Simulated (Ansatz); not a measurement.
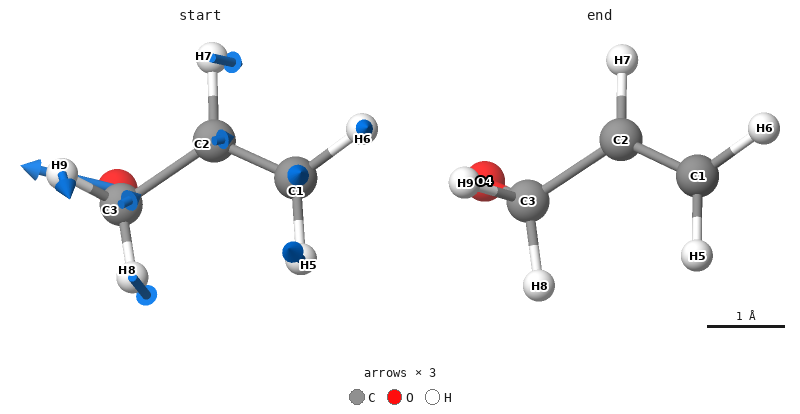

The structure of C₃H₅O (multiplicity 2) (coarse preliminary run) before (left) and after (right) a relaxation, at one scale. The blue arrows give the displacements, 3 times their true length.

The picture is a ball-and-stick view, seen from a free direction.

The start comes from a force field.

Level of theory: UKS PBE-D4/def2-SVP in Ansatz 0.2.0.

Input
```yaml
crystal:
  periodic: [false, false, false]
  atoms:
    - {symbol: C, position_ang: [-0.234800, 1.194100, 0.542000]}
    - {symbol: C, position_ang: [0.391600, 0.310300, -0.163500]}
    - {symbol: C, position_ang: [-0.068600, -1.127300, -0.332300]}
    - {symbol: O, position_ang: [1.013800, -1.830900, 0.212600]}
    - {symbol: H, position_ang: [-1.196900, 0.968100, 1.028200]}
    - {symbol: H, position_ang: [0.087600, 2.268100, 0.606600]}
    - {symbol: H, position_ang: [1.347600, 0.596300, -0.656400]}
    - {symbol: H, position_ang: [-1.010600, -1.199300, 0.097700]}
    - {symbol: H, position_ang: [-0.241300, -1.225600, -1.351900]}
basis:
  gaussian: {orbitals: def2-SVP}
magnetization: {spin_polarized: true, initial_magnetization: 1}
hamiltonian: {xc: pbe, dispersion: d4}
relax: {f_tol: 0.03, max_steps: 200}
```

Question: Summarise the run.

Answer: The atom that moves furthest after the best rigid fit is O4 (0.45 Å). Largest moves by element: O 0.45 Å, H 0.31 Å, C 0.14 Å. Near-neighbour distances that change, for instance: C3–H9 1.039 → 1.142 Å, C3–H8 1.038 → 1.130 Å, C3–O4 1.401 → 1.342 Å, C1–C2 1.293 → 1.344 Å. Bond angles that change, for instance: C2–C3–O4 101.4° → 118.0°, O4–C3–H9 117.6° → 103.8°, O4–C3–H8 120.3° → 113.8°. Groups turn about C2–C3 by about 25°. The energy falls by 55.6 kJ/mol in 16 accepted moves (19 points after the start). The largest force component goes from 3.6 to 0.02 eV/Å. The line search rejected the trial steps at points 8, 16, 18 of the run. The run took about 80 core-seconds on a shared host.
